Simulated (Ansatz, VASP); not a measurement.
# GaN: VASP beside Ansatz

Wanted: the spread between two codes on one cell, functional and k mesh. The cell is taken from a series of VASP runs on this material, whose earlier steps may have relaxed, scaled or displaced it; both programs get it as it stands. Valence electrons are named where the data sets of a main pair hold unlike numbers.

Calculated with Ansatz 0.2.0; plane waves, with VASP 6.6.1 beside it; relaxation of cell and atoms at LDA and band structure at r2SCAN-EpsX with an exact-exchange share of 0.17.

### Step 1. Starting point

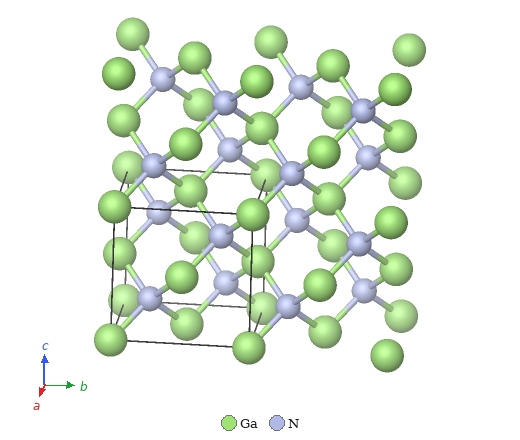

The cell as given, slightly off an axis (gallium green, nitrogen light blue). 1×2×2 cells are drawn. This picture shows the conventional cell, with its axes. Bonds to atoms that aren't drawn are left out. Some periodic images of atoms are drawn too.

### Step 2. VASP: relaxation of cell and atoms, LDA

The relaxed volume is the usual yardstick between codes: in a stiff, nearly cubic crystal its relative difference is about their pressure difference at one cell divided by the bulk modulus.

Lines of VASP's logs that name or quote its potential files are left out, and so is its time.

INCAR reads:

```
SYSTEM = GaN
PREC = Accurate
ENCUT = 520
EDIFF = 1E-06
NELM = 100
ISMEAR = 0
SIGMA = 0.03
LREAL = .FALSE.
ALGO = Normal
GGA = CA
NBANDS = 15
LORBIT = 11
LWAVE = .FALSE.
LCHARG = .FALSE.
KPAR = 4
IBRION = 2
NSW = 50
ISIF = 3
EDIFFG = -0.006
```

POSCAR reads:

```
GaN
1.0
    0.0000000000      2.2318818062      2.2318818062
    2.2318818062      0.0000000000      2.2318818062
    2.2318818062      2.2318818062      0.0000000000
Ga N
1 1
Direct
    0.0000000000      0.0000000000      0.0000000000
    0.2500000000      0.2500000000      0.2500000000
```

KPOINTS reads:

```
Automatic mesh
0
Gamma
8 8 8
0 0 0
```

Potentials, in the order of the species: Ga_d and N (LDA family, release 64).

Run with:

```console
$ mpirun -np 4 vasp_std
```

Numbers of over 12 decimals in the logs are rounded to 6 here.

The program printed:

```text
[banner, memory and clock lines left out]
running    4 mpi-ranks, on    1 nodes
 distrk:  each k-point on    1 cores,    4 groups
 distr:  one band on    1 cores,    1 groups

 POSCAR found type information on POSCAR GaN
 POSCAR found :  2 types and       2 ions
 LDA part: xc-table for (Slater(with rela. corr.)+CA(PZ))
 , standard interpolation
 POSCAR, INCAR and KPOINTS ok, starting setup
 FFT: planning ... GRIDC
 FFT: planning ... GRID_SOFT
 FFT: planning ... GRID
 WAVECAR not read
 entering main loop
       N       E                     dE             d eps       ncg     rms          rms(c)
DAV:   1     0.770893469825E+02    0.77089E+02   -0.94477E+03   958   0.213E+03
DAV:   2    -0.107212547152E+02   -0.87811E+02   -0.80965E+02  1010   0.319E+02
DAV:   3    -0.159540930500E+02   -0.52328E+01   -0.52099E+01   989   0.687E+01
DAV:   4    -0.160111943947E+02   -0.57101E-01   -0.57096E-01  1032   0.765E+00
DAV:   5    -0.160119663176E+02   -0.77192E-03   -0.77191E-03  1060   0.840E-01    0.759E+00
DAV:   6    -0.140003808388E+02    0.20116E+01   -0.52282E+00  1305   0.438E+01    0.268E+00
DAV:   7    -0.139719363368E+02    0.28445E-01   -0.25938E-01   968   0.635E+00    0.169E+00
DAV:   8    -0.139470974410E+02    0.24839E-01   -0.70163E-02   996   0.295E+00    0.699E-01
DAV:   9    -0.139438632593E+02    0.32342E-02   -0.12198E-02  1199   0.244E+00    0.202E-01
DAV:  10    -0.139439407131E+02   -0.77454E-04   -0.15989E-03  1077   0.584E-01    0.858E-02
DAV:  11    -0.139438599967E+02    0.80716E-04   -0.25995E-04  1319   0.301E-01    0.127E-02
DAV:  12    -0.139438621082E+02   -0.21115E-05   -0.20160E-05   968   0.497E-02    0.193E-03
DAV:  13    -0.139438620379E+02    0.70296E-07   -0.54346E-07   673   0.161E-02
   1 F= -.13943862E+02 E0= -.13943862E+02  d E =-.139439E+02
 curvature:   0.00 expect dE= 0.000E+00 dE for cont linesearch  0.000E+00
 trial: gam= 0.00000 g(F)=  0.709E-44 g(S)=  0.126E-05 ort = 0.000E+00 (trialstep = 0.100E+01)
 search vector abs. value=  0.126E-05
 reached required accuracy - stopping structural energy minimisation
```

OUTCAR, selected parts (step 2):

```text
ion  position               nearest neighbor table
   1  0.000  0.000  0.000-   2 1.93   2 1.93   2 1.93   2 1.93
   2  0.250  0.250  0.250-   1 1.93   1 1.93   1 1.93   1 1.93

  LATTYP: Found a face centered cubic cell.
 ALAT       =     4.4637636124

 Subroutine GETGRP returns: Found 24 space group operations
 (whereof 24 operations were pure point group operations)

The static configuration has the point symmetry T_d .

 Found     29 irreducible k-points:

   k-points           NKPTS =     29   k-points in BZ     NKDIM =     29   number of bands    NBANDS=     15

   dimension x,y,z NGX =    24 NGY =   24 NGZ =   24
   dimension x,y,z NGXF=    48 NGYF=   48 NGZF=   48

   ENCUT  =  520.0 eV  38.22 Ry    6.18 a.u.   5.87  5.87  5.87*2*pi/ulx,y,z

   NELECT =      18.0000    total number of electrons

 k-points in reciprocal lattice and weights: Automatic mesh
   0.00000000  0.00000000  0.00000000       0.002
   0.12500000  0.00000000  0.00000000       0.016
   0.25000000  0.00000000  0.00000000       0.016
   0.37500000  0.00000000  0.00000000       0.016
   0.50000000  0.00000000  0.00000000       0.008
   0.12500000  0.12500000  0.00000000       0.012
   0.25000000  0.12500000  0.00000000       0.047
   0.37500000  0.12500000  0.00000000       0.047
   0.50000000  0.12500000  0.00000000       0.047
[...]
-0.37500000  0.50000000  0.12500000       0.023
  -0.25000000  0.50000000  0.25000000       0.012

 average (electrostatic) potential at core
       1 -64.4295       2 -61.6977

 E-fermi :   5.5680

 k-point     1 :       0.0000    0.0000    0.0000
  band No.  band energies     occupation
    ...
      5      -7.8804      2.00000
      6      -7.8804      2.00000
      7       5.3555      2.00000
      8       5.3555      2.00000
      9       5.3555      2.00000
     10       7.2908      0.00000
     11      15.6456      0.00000
     12      15.6456      0.00000
     13      15.6456      0.00000
     14      23.0522      0.00000
    ...

 k-point     2 :       0.1250    0.0000    0.0000
  band No.  band energies     occupation
    ...
      5      -7.8823      2.00000
      6      -7.8823      2.00000
      7       3.8408      2.00000
      8       5.1850      2.00000
      9       5.1850      2.00000
     10       8.3908      0.00000
     11      14.9394      0.00000
     12      15.8930      0.00000
     13      15.8930      0.00000
     14      22.6795      0.00000
    ...

 k-point     3 :       0.2500    0.0000    0.0000
  band No.  band energies     occupation
    ...
      5      -7.8755      2.00000
      6      -7.8494      2.00000
      7       1.4365      2.00000
      8       4.8084      2.00000
      9       4.8084      2.00000
     10       9.5535      0.00000
     11      14.1319      0.00000
     12      16.1228      0.00000
     13      16.1228      0.00000
     14      21.3862      0.00000
    ...

  Total       -0.0041790     -0.0041790     -0.0041790      0.0000000      0.0000000      0.0000000
  in kB       -0.3011178     -0.3011178     -0.3011178      0.0000000      0.0000000      0.0000000
  external PRESSURE =      -0.3011178 kB  Pullay stress =       0.0000000 kB

  energy-cutoff  :      520.00
  volume of cell :       22.24
      direct lattice vectors                 reciprocal lattice vectors
     0.000000000  2.231881806  2.231881806    -0.224026200  0.224026200  0.224026200
     2.231881806  0.000000000  2.231881806     0.224026200 -0.224026200  0.224026200
     2.231881806  2.231881806  0.000000000     0.224026200  0.224026200 -0.224026200

 POSITION                                       TOTAL-FORCE (eV/Angst)
 -----------------------------------------------------------------------------------
      0.00000      0.00000      0.00000        -0.000000     -0.000000     -0.000000
      1.11594      1.11594      1.11594         0.000000      0.000000      0.000000
 -----------------------------------------------------------------------------------
    total drift:                                0.000002      0.000002      0.000003

  FREE ENERGIE OF THE ION-ELECTRON SYSTEM (eV)
  ---------------------------------------------------
  free  energy   TOTEN  =       -13.9438620379 eV

  energy  without entropy=      -13.9438620379  energy(sigma->0) =      -13.94386204

 reached required accuracy - stopping structural energy minimisation

 total charge
# of ion       s       p       d       tot
------------------------------------------
    1        0.804   0.945  10.194  11.943
    2        1.209   2.508   0.000   3.717
--------------------------------------------------
tot          2.013   3.453  10.194  15.660

[... 3 further parts left out ...]
```

CONTCAR:

```
GaN
   1.00000000000000
     0.0000000000000000    2.2318818062000001    2.2318818062000001
     2.2318818062000001    0.0000000000000000    2.2318818062000001
     2.2318818062000001    2.2318818062000001    0.0000000000000000
  Ga              N
     1     1
Direct
     0.0000000000000000    0.0000000000000000    0.0000000000000000
     0.2500000000000000    0.2500000000000000    0.2500000000000000
```

The gap is read on the k-mesh alone, so it is an upper bound where the band edges lie off the mesh. The run keeps the 24 symmetry operations of its start, so it cannot find a distortion of lower symmetry.

### Step 3. Ansatz: relaxation of cell and atoms, LDA

Ansatz runs on its default PAW (the set named soft_2) files.

The same cell, functional (in two slightly different forms), mesh and smearing now go to Ansatz, which takes its cutoff from its data sets.

input.yaml reads:

```yaml
crystal:
  lattice:
    - [0.0, 2.2318818062, 2.2318818062]
    - [2.2318818062, 0.0, 2.2318818062]
    - [2.2318818062, 2.2318818062, 0.0]
  atoms:
    - { symbol: Ga, position: [0.0, 0.0, 0.0] }
    - { symbol: "N", position: [0.25, 0.25, 0.25] }
hamiltonian:
  xc: lda
  pseudopotentials: { kind: paw }
kpoints:
  mp_grid: { grid: [8, 8, 8] }
scf:
  occupations: { method: gaussian, width: 0.03 }
relax:
  f_tol: 0.01
  max_steps: 60
  cell: { stress_tol: 0.05 }
output:
  forces: true
  stress: true
```

Run with:

```console
$ ansatz run input.yaml --threads 4 --pin off --max-ram 9216MiB --backend cpu --events-out ev --progress --plain --runs-dir out
```

The program printed:

```text
Engine: ansatz 0.2.0, x86_64-unknown-linux-gnu
Pseudopotentials: kind: paw
Pseudopotential: Ga, paw, valence charge 13, recommended cutoff 420 eV (normal), Ga.paw.azcp
Pseudopotential: N, paw, valence charge 5, recommended cutoff 420 eV (normal), N.paw.azcp
Functional definition: SPW92
  exchange = slater_x
  correlation = pw_c
Crystal: 2 atoms, lattice volume = 22.235 Å³
Basis set: ecut = 420 eV, 411 PW (Γ)
Bands: 13, of which v1, the nominal top of the filled ones, is band 9 counted from 1 (8 counted from 0)
Symmetry: 24 space group operations
Space group: F-43m (ITA 216), of the structure as read, at distance tolerance 2.8e-5 Å
k-points: 29 of 512 (time reversal used)
Non-local potential: Ga, projectors of the file, l = 0: 2, l = 1: 2, l = 2: 3, l = 3: 1
Non-local potential: N, projectors of the file, l = 0: 2, l = 1: 2, l = 2: 1
PAW form: soft (Blöchl's): semilocal exchange-correlation on the pseudo side does not see the compensation charge
PAW frozen core: Ga, regenerated for the run's functional, and the local potential with it (the file was generated under x = pbe(κ = 0.804, μ = 0.219515), c = pbe(β = 0.066725))
PAW frozen core: N, regenerated for the run's functional, and the local potential with it (the file was generated under x = pbe(κ = 0.804, μ = 0.219515), c = pbe(β = 0.066725))
PAW one-centre angular grid: Ga, 590 points (default); XC on 64 Gauss nodes
PAW one-centre angular grid: N, 110 points (default); XC on 64 Gauss nodes
Initial density: superposition of atomic densities (neutral atoms: chi_scale 0, normalization atom), corrected by the library's trained network
Initial wavefunctions: pseudopotential atomic-orbital guess
Functional: x = slater, c = lda
SCF iter   1: F=—  HF=-4082.093154 eV  |F-HF|=—  |Δ(HF+E_count)|=         —  Δρ=1.30e-2  dr2=3.54e-2  ethr=1.77e-3  ⟨swp⟩=5.4  Hψ=2020  notcnv=0
preconditioner: auto → none  [insulator: Δε(μ)=1.815 eV  Ē_g=18.854 eV  σ=0.030 eV  W_gap=1.00  n_scr=8 (ndim 8)  ℏωp=33.4 eV  f_vac=0.000  D(μ)=0.00/eV (n_scr^D=0)  ε∞_Penn≈4.1]
SCF iter   2: F=—  HF=-4082.084008 eV  |F-HF|=—  |Δ(HF+E_count)|=   9.15e-3  Δρ=4.62e-3  dr2=4.95e-3  ethr=1.97e-4  ⟨swp⟩=2.0  Hψ=721  notcnv=0
SCF iter   3: F=—  HF=-4082.082684 eV  |F-HF|=—  |Δ(HF+E_count)|=   1.32e-3  Δρ=1.45e-3  dr2=1.74e-4  ethr=2.75e-5  ⟨swp⟩=2.9  Hψ=705  notcnv=0
SCF iter   4: F=—  HF=-4082.082539 eV  |F-HF|=—  |Δ(HF+E_count)|=   1.44e-4  Δρ=3.91e-4  dr2=1.00e-5  ethr=9.64e-7  ⟨swp⟩=2.2  Hψ=605  notcnv=0
SCF iter   5: F=—  HF=-4082.082536 eV  |F-HF|=—  |Δ(HF+E_count)|=   3.54e-6  Δρ=2.54e-5  dr2=6.71e-8  ethr=5.55e-8  ⟨swp⟩=2.7  Hψ=592  notcnv=0
SCF iter   6: F=-4082.082536 eV  HF=-4082.082536 eV  |F-HF|=1.15e-9  |Δ(HF+E_count)|=   1.35e-8  Δρ=3.96e-6  dr2=2.43e-9  ethr=3.73e-10  ⟨swp⟩=2.2  Hψ=1257  notcnv=0
SCF 1 converged in 6 iterations: F = -4082.082536 eV  dr2 = 2.43e-9
  greatest PAW one-centre occupation: 0.996 electrons in one spin orbital (limit 2), on the Ga atom at site 0 (counted from 0), in its partial waves of l = 2
relax step   1: F+E_penalty+E_count = -4082.08253561 eV  Δ(F+E_penalty+E_count) = +0.000e0 eV  max|allowed force component| = 2.035e-16 eV/Å  Δτ_max = 0.0000 Å  P = -1.142 GPa  Ω = 22.235 Å³  (6 SCF iters, dr2 threshold 1.00e-7 eV, accepted)
[...]
relax step   2: F+E_penalty+E_count = -4082.08320893 eV  Δ(F+E_penalty+E_count) = -6.733e-4 eV  max|allowed force component| = 6.476e-17 eV/Å  Δτ_max = 0.0000 Å  P = -0.461 GPa  Ω = 22.161 Å³  energy of the carried Pulay correction = +3.031e-4 eV  (6 SCF iters, dr2 threshold 2.00e-7 eV, accepted)
[...]
relax step   3: F+E_penalty+E_count = -4082.08348500 eV  Δ(F+E_penalty+E_count) = -2.761e-4 eV  max|allowed force component| = 6.476e-17 eV/Å  Δτ_max = 0.0000 Å  P = +0.004 GPa  Ω = 22.112 Å³  energy of the carried Pulay correction = +5.080e-4 eV  (6 SCF iters, dr2 threshold 2.00e-7 eV, accepted)
[...]
relax step   4: F+E_penalty+E_count = -4082.08305419 eV  Δ(F+E_penalty+E_count) = +4.308e-4 eV  max|allowed force component| = 4.626e-17 eV/Å  Δτ_max = 0.0000 Å  P = -0.025 GPa  Ω = 22.112 Å³  stress off target by 2.48e-2 GPa  SCF on the basis re-selected at this cell (its energy is not comparable with the rows above)  (6 SCF iters)
basis re-selected at this cell: Δ(F+E_penalty+E_count) = +4.308e-4 eV, ΔP = -0.029 GPa vs the last step (what re-selecting the basis moved, of the pressure what is left beyond the Pulay correction that the steps carried, after the strain that the cell walked since its last selection, with what the two solves' SCF thresholds leave and, on support functions, any second-order correction that the steps lacked; it is no m [...]
SCF converged after 6 iterations
Free energy (F): -4082.083054 eV
Harris-Foulkes:  -4082.083054 eV  (|F-HF|=1.82e-12)
Internal energy: -4082.083054 eV  (E = F + TS)
E sigma→0 (E₀):  -4082.083054 eV
Fermi energy:    10.794657 eV
--- Per-component energies (eV) ---
  E_band       = -4.663342
  E_kinetic    = 247.964070
  E_local      = -1926.139618  (includes V_loc(G=0)·N_el)
  E_nonlocal   = 477.639156
  E_hartree    = 885.637473
  E_xc         = -128.237922
  E_vxc        = -134.714317  (∫ρ·V_xc dr)
  E_paw        = -2034.960775  (= ΣΔE_a)
  E_vpaw       = -440.687587  (= ΣTr[D̂ρ^β])
  E_aug_tail   = 0.000006  (compensation charges beyond the density's cutoff)
  E_ewald      = -1605.793967
  E_core_change = 1.808524  (= ΣΔE_core)
  E_smearing   = -0.000000  (= −TS)
  E_closure    = 0.000000  (closes the sum)
  Σ components = -4082.083054   (vs F -4082.083054, Δ=0.00e0)
--- Forces (eV/Å), atoms counted from 1 ---
  atom   1  Ga     0.00000000     0.00000000    -0.00000000
  atom   2  N     -0.00000000    -0.00000000     0.00000000
  max |Σ_I F_I| component: 9.25e-18 eV/Å
--- Stress (GPa, compression-positive) ---
       -0.024827      -0.000000      -0.000000
       -0.000000      -0.024827       0.000000
       -0.000000       0.000000      -0.024827
  P = ⅓ Tr σ = -0.0248 GPa (-0.248 kbar)
--- Relaxed structure (3 steps of the walk, 3 accepted, 1 SCFs on fresh bases) ---
  F+E_penalty+E_count = -4082.08305419 eV   max|allowed force component| = 4.626e-17 eV/Å   (the final SCF, on the basis selected at the relaxed cell)
  cell:  # Å, volume = 22.1117 Å³
    - [0, 2.227736, 2.227736]
    - [2.227736, 0, 2.227736]
    - [2.227736, 2.227736, 0]
  atoms:
    - { symbol: Ga, position: [0, 0, 0] }
    - { symbol: N, position: [0.25, 0.25, 0.25] }
```

Run time: 1.9 s. Hardware: 4 threads of Intel Xeon Platinum 8375C at 2.90GHz (Ice Lake), shared host; peak memory 0.37 GiB.

### Step 4. Differences

Known differences besides the potentials themselves: the two LDA forms differ slightly; both relaxations stop at a tolerance, which leaves soft axes loose, and VASP keeps its plane-wave basis; the cutoff is 420 eV in Ansatz and 520 eV in VASP; VASP's log shows a relativistic correction to its local exchange, Ansatz's none; Ansatz adds a Pulay correction to the stress that steers its cell, VASP none. Total energies have different zeros and are not compared.

Compared:

```csv
quantity,Ansatz,VASP,difference
volume (Å³),22.11,22.24,-0.56 %
"edge a after relaxation, in the typed setting (Å)",3.151,3.156,-0.19 %
```

The walks stopped with -0.02 GPa left in Ansatz and -0.03 GPa in VASP; each walk ends within a tolerance, so the volume difference is uncertain by about these residues over the bulk modulus, most in soft cells.

(Continued in part 2 of 2.)

[Lines on the potential files, build, host, timing and source positions are cut from VASP's logs without a mark.]

[Logs are printed without paths, hosts, clocks, repeated set-up lines and the standing remarks that a program may print on its own settings, such as how far it seeks lower states.]

[Hosts, paths, dates, database ids (printed as entryN), source tags and the programs' standing remarks are cut or masked in the printed files.]
